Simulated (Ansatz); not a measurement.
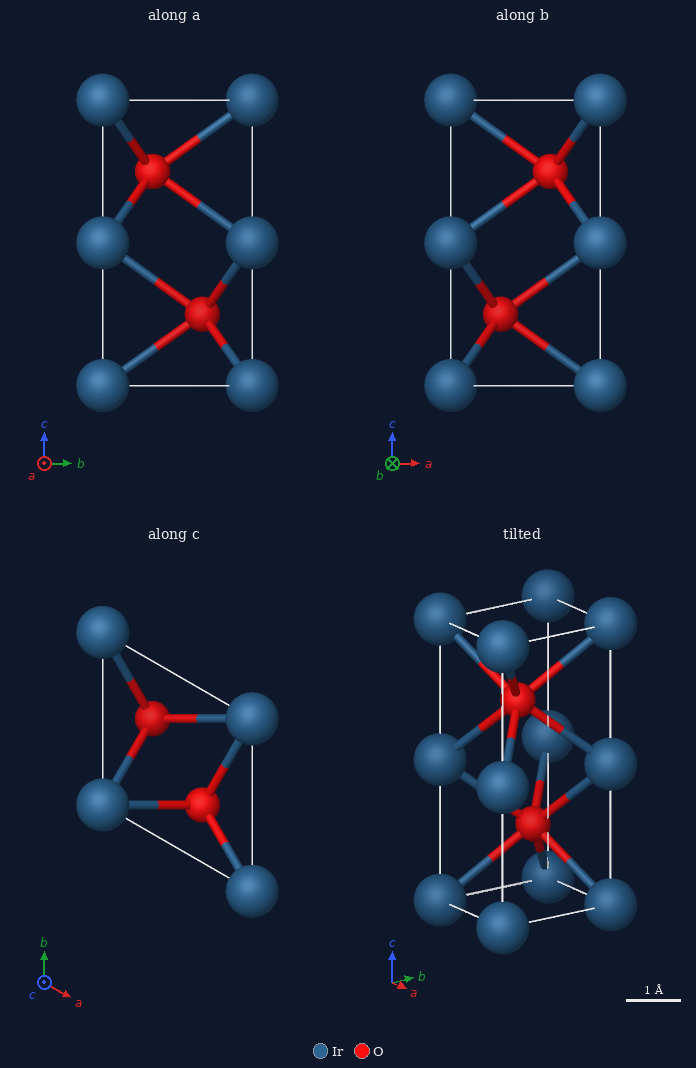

View along the a axis, along the b axis, along the c axis and slightly off an axis, drawn as a ball-and-stick model. The wireframe shows the conventional unit cell.

Lattice parameters: a = 3.240 Å, b = 3.240 Å, c = 5.358 Å, α = 90.00°, β = 90.00°, γ = 120.00°.

Give the structure in the form of a table of Wyckoff sites.

Answer. Space group P6_3/mmc (No. 194).
```json
{"atom": "Ir", "site": "2a", "x": "0.0000", "y": "0.0000", "z": "0.0000"}
{"atom": "O", "site": "2c", "x": "0.3333", "y": "0.6667", "z": "0.2500"}
```

The structure was taken from a structure type filled with these elements by a generator (whether the compound takes this form wasn't checked). Earlier steps of the study, as a rule a relaxation of our own, may have changed the cell and positions, so they can lie some per cent off the listed ones. It was set up as input for a calculation with Ansatz.
